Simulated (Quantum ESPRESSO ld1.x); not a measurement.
Atomic calculation for In²⁺

System: the In²⁺ ion in the configuration [Kr] 4d10 5s1.
Method: Dirac Kohn-Sham, LDA (Slater exchange, Hedin-Lundqvist correlation), spin-unpolarised, spherical densities, point nucleus (Quantum ESPRESSO ld1.x 7.5).

## Input
```
 &input
    zed=49.0,
    iswitch=1,
    rel=2,
    dft='SLA-HL',
    config='[Kr] 4d10 5s1',
    rel_dist='energy',
    verbosity='high',
    lsmall=.true.,
    prefix='ld1',
    max_out_wfc=37,
    file_charge='ld1.rho',
 /
```

Hardware: 1 CPU thread, shared host.

Run as:
```bash
OMP_NUM_THREADS=1 ld1.x < ld1.in > ld1.out
```

## The program's output
```
     Program LD1 v.7.5 starts

     --------------------------- All-electron run ----------------------------

     dirac relativistic calculation

     atomic number is 49.00
     dft =SLA-HL   lsd =0 sic =0 latt =0  beta=0.20 tr2=1.0E-14
     Exchange-correlation= SLA-HL
                           (   1   6   0   0   0   0   0)
     mesh =2063 r(mesh) =  99.90100 a.u. xmin = -8.00 dx = 0.00800
     1 Ry =  13.60569312 eV, c = 137.03599908

     n l j   nl                  e(Ry)          e(Ha)          e(eV)
     Spin orbit split results
     1 0 0.5 1S 1( 2.00)   -2037.504946293   -1018.752473147 -27721.6670358
     2 0 0.5 2S 1( 2.00)    -306.185327062    -153.092663531  -4165.8635988
     2 1 0.5 2P 1( 2.00)    -285.785148703    -142.892574352  -3888.3050324
     2 1 1.5 2P 1( 4.00)    -270.308629371    -135.154314686  -3677.7362597
     3 0 0.5 3S 1( 2.00)     -59.149209919     -29.574604960   -804.7659986
     3 1 0.5 3P 1( 2.00)     -50.905183142     -25.452591571   -692.6003002
     3 1 1.5 3P 1( 4.00)     -48.110212314     -24.055106157   -654.5727848
     4 0 0.5 4S 1( 2.00)     -10.115808214      -5.057904107   -137.6325823
     4 1 0.5 4P 1( 2.00)      -7.416575414      -3.708287707   -100.9076491
     4 1 1.5 4P 1( 4.00)      -6.921878249      -3.460939125    -94.1769513
     3 2 1.5 3D 1( 4.00)     -33.471642408     -16.735821204   -455.4048949
     3 2 2.5 3D 1( 6.00)     -32.898399255     -16.449199628   -447.6055245
     4 2 1.5 4D 1( 4.00)      -2.744288399      -1.372144199    -37.3379458
     4 2 2.5 4D 1( 6.00)      -2.679628029      -1.339814015    -36.4581967
     5 0 0.5 5S 1( 1.00)      -1.779428052      -0.889714026    -24.2103520
     Averaged results
     1 0     1S 1( 2.00)   -2037.504946293   -1018.752473147 -27721.6670358
     2 0     2S 1( 2.00)    -306.185327062    -153.092663531  -4165.8635988
     2 1     2P 1( 6.00)    -275.467469148    -137.733734574  -3747.9258506
     3 0     3S 1( 2.00)     -59.149209919     -29.574604960   -804.7659986
     3 1     3P 1( 6.00)     -49.041869257     -24.520934628   -667.2486233
     4 0     4S 1( 2.00)     -10.115808214      -5.057904107   -137.6325823
     4 1     4P 1( 6.00)      -7.086777304      -3.543388652    -96.4205172
     3 2     3D 1(10.00)     -33.127696516     -16.563848258   -450.7252727
     4 2     4D 1(10.00)      -2.705492177      -1.352746089    -36.8100963
     5 0     5S 1( 1.00)      -1.779428052      -0.889714026    -24.2103520

     final scf error:  3.0E-15 reached in  23 iterations

     Etot =  -11753.848341 Ry,   -5876.924171 Ha, -159919.253548 eV

     Ekin =   12347.487528 Ry,    6173.743764 Ha,  167996.126147 eV
     Encl =  -28471.982724 Ry,  -14235.991362 Ha, -387381.059543 eV
     Eh   =    4678.663893 Ry,    2339.331947 Ha,   63656.465156 eV
     Exc  =    -308.017039 Ry,    -154.008519 Ha,   -4190.785309 eV

     normalization and overlap integrals

     s(1S/1S) =  1.000000  <r> =   0.0297  <r2> =    0.0012  r(max) =   0.0193
     LC norm =  0.96772032 + SC norm =  0.03227968 =  1.00000000
     s(1S/2S) =  0.000000
     s(1S/3S) = -0.000000
     s(1S/4S) =  0.000000
     s(1S/5S) =  0.000000
     s(2S/2S) =  1.000000  <r> =   0.1282  <r2> =    0.0194  r(max) =   0.1086
     LC norm =  0.99319356 + SC norm =  0.00680644 =  1.00000000
     s(2S/3S) =  0.000000
     s(2S/4S) =  0.000000
     s(2S/5S) =  0.000000
     s(2P/2P) =  1.000000  <r> =   0.1085  <r2> =    0.0145  r(max) =   0.0841
     LC norm =  0.99316679 + SC norm =  0.00683321 =  1.00000000
     s(2P/3P) =  0.000000
     s(2P/4P) =  0.000000
     s(2P/2P) =  1.000000  <r> =   0.1138  <r2> =    0.0158  r(max) =   0.0882
     LC norm =  0.99346518 + SC norm =  0.00653482 =  1.00000000
     s(2P/3P) =  0.000000
     s(2P/4P) = -0.000000
     s(3S/3S) =  1.000000  <r> =   0.3490  <r2> =    0.1394  r(max) =   0.3173
     LC norm =  0.99805157 + SC norm =  0.00194843 =  1.00000000
     s(3S/4S) =  0.000000
     s(3S/5S) =  0.000000
     s(3P/3P) =  1.000000  <r> =   0.3398  <r2> =    0.1343  r(max) =   0.3025
     LC norm =  0.99810439 + SC norm =  0.00189561 =  1.00000000
     s(3P/4P) =  0.000000
     s(3P/3P) =  1.000000  <r> =   0.3510  <r2> =    0.1430  r(max) =   0.3123
     LC norm =  0.99818621 + SC norm =  0.00181379 =  1.00000000
     s(3P/4P) =  0.000000
     s(4S/4S) =  1.000000  <r> =   0.8477  <r2> =    0.8144  r(max) =   0.7712
     LC norm =  0.99948007 + SC norm =  0.00051993 =  1.00000000
     s(4S/5S) =  0.000000
     s(4P/4P) =  1.000000  <r> =   0.9004  <r2> =    0.9284  r(max) =   0.7963
     LC norm =  0.99954010 + SC norm =  0.00045990 =  1.00000000
     s(4P/4P) =  1.000000  <r> =   0.9312  <r2> =    0.9932  r(max) =   0.8222
     LC norm =  0.99956563 + SC norm =  0.00043437 =  1.00000000
     s(3D/3D) =  1.000000  <r> =   0.3225  <r2> =    0.1238  r(max) =   0.2557
     LC norm =  0.99829972 + SC norm =  0.00170028 =  1.00000000
     s(3D/4D) =  0.000000
     s(3D/3D) =  1.000000  <r> =   0.3261  <r2> =    0.1263  r(max) =   0.2598
     LC norm =  0.99832356 + SC norm =  0.00167644 =  1.00000000
     s(3D/4D) = -0.000000
     s(4D/4D) =  1.000000  <r> =   1.1587  <r2> =    1.6011  r(max) =   0.9270
     LC norm =  0.99971285 + SC norm =  0.00028715 =  1.00000000
     s(4D/4D) =  1.000000  <r> =   1.1743  <r2> =    1.6450  r(max) =   0.9344
     LC norm =  0.99971954 + SC norm =  0.00028046 =  1.00000000
     s(5S/5S) =  1.000000  <r> =   2.3221  <r2> =    6.0702  r(max) =   2.0303
     LC norm =  0.99992254 + SC norm =  0.00007746 =  1.00000000

     LC charge = 46.84361310 + SC charge =  0.15638690 = 47.00000000

     ------------------------ End of All-electron run ------------------------
```

## Orbitals

| orbital | occupation | energy (eV) | ⟨r⟩ (bohr) | outer maximum (bohr) |
| --- | --- | --- | --- | --- |
| 1s | 2 | −27721.7 | 0.02974 | 0.0193 |
| 2s | 2 | −4165.9 | 0.1282 | 0.109 |
| 2p1/2 | 2 | −3888.3 | 0.1085 | 0.0841 |
| 2p3/2 | 4 | −3677.7 | 0.1138 | 0.0882 |
| 3s | 2 | −804.766 | 0.3490 | 0.317 |
| 3p1/2 | 2 | −692.600 | 0.3398 | 0.302 |
| 3p3/2 | 4 | −654.573 | 0.3510 | 0.312 |
| 3d3/2 | 4 | −455.405 | 0.3225 | 0.256 |
| 3d5/2 | 6 | −447.606 | 0.3261 | 0.260 |
| 4s | 2 | −137.633 | 0.8477 | 0.771 |
| 4p1/2 | 2 | −100.908 | 0.9004 | 0.796 |
| 4p3/2 | 4 | −94.177 | 0.9312 | 0.822 |
| 4d3/2 | 4 | −37.338 | 1.159 | 0.927 |
| 4d5/2 | 6 | −36.458 | 1.174 | 0.934 |
| 5s | 1 | −24.210 | 2.322 | 2.03 |

## Slater integrals of the outer shells (hartree)

```
       integral   value
F0(5s1/2,5s1/2)  0.3878
F0(5s1/2,4d5/2)  0.4708
G2(5s1/2,4d5/2)  0.0733
F0(5s1/2,4d3/2)  0.4718
G2(5s1/2,4d3/2)  0.0708
F0(5s1/2,4p3/2)  0.4852
G1(5s1/2,4p3/2)  0.0330
F0(4d5/2,4d5/2)  0.7726
F2(4d5/2,4d5/2)  0.3841
F4(4d5/2,4d5/2)  0.2513
F0(4d5/2,4d3/2)  0.7777
F2(4d5/2,4d3/2)  0.3866
F4(4d5/2,4d3/2)  0.2530
G0(4d5/2,4d3/2)  0.7767
G2(4d5/2,4d3/2)  0.3863
G4(4d5/2,4d3/2)  0.2529
F0(4d5/2,4p3/2)  0.8545
F2(4d5/2,4p3/2)  0.4237
G1(4d5/2,4p3/2)  0.5365
G3(4d5/2,4p3/2)  0.3284
```

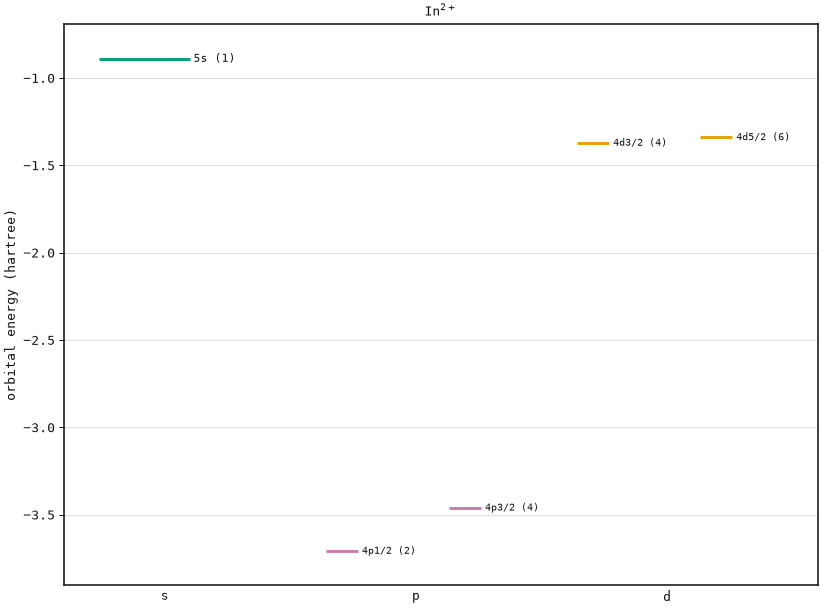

Fig. 1: The outer levels are drawn (occupations in brackets, the lower j at the left of each column). The highest occupied level is 5s at −0.890 hartree. From the top down the occupied levels run 5s (−0.890 hartree), 4d5/2 (−1.34 hartree), 4d3/2 (−1.37 hartree), 4p3/2 (−3.46 hartree), 4p1/2 (−3.71 hartree). Spin-orbit splittings: 4d 0.0323 hartree, 4p 0.247 hartree. The measured ionisation energy (NIST) is 28.0 eV; minus the highest level, 24.2 eV, lies 14 % below it, as is usual for a semilocal functional, whose potential decays too fast.

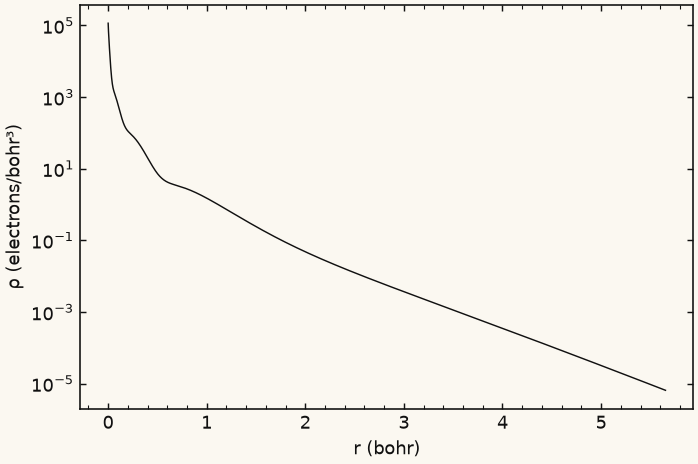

Fig. 2: The electron density ρ(r) on a logarithmic scale. The density falls from 120000 electrons/bohr³ at the inner end (r = 0.0010 bohr) to 0.001 at r = 3.55 bohr, a common measure of the size of an atom or ion. The highest occupied orbital, 5s (⟨r⟩ = 2.32 bohr, −24.2 eV), is also the most diffuse and sets the fall-off far out: over the last part drawn ln ρ falls by 2.4 per bohr, against 2√(−2ε) = 2.7 for the pure exponential. The steps in the slope mark the shells; the radial density has its minima at 0.041, 0.18 and 0.60 bohr.

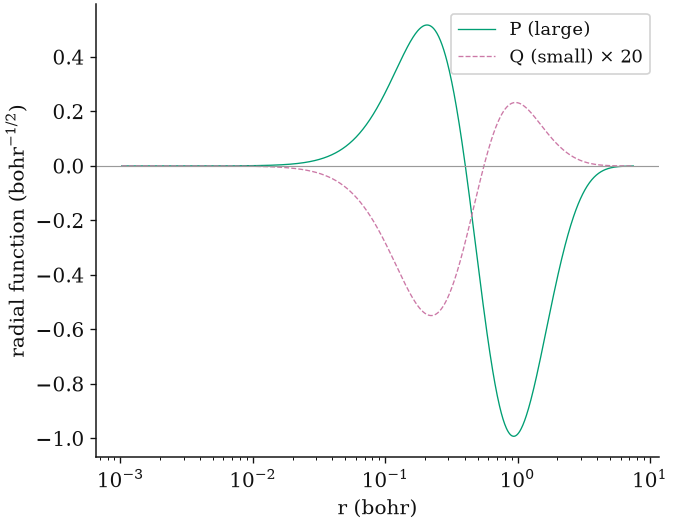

Fig. 3: The large and small radial components of the 4d5/2 spinor. The spinor has κ = −3: the large component has l = 2 and 1 radial node (r = 0.403 bohr), the small one has l = 3. The small component carries 0.028 % of the norm; ⟨r⟩ = 1.17 bohr and the eigenvalue is −36.5 eV.

## Results in brief

```tsv
quantity	value
outcome	converged
total energy	−5876.9242 hartree
kinetic energy	6173.7438 hartree
electron–nucleus energy	−14235.9914 hartree
Hartree energy	2339.3319 hartree
exchange–correlation energy	−154.008520 hartree
radius at density 0.001 e/bohr³	3.55 bohr
SCF iterations	23
wall time	0.74 s
```
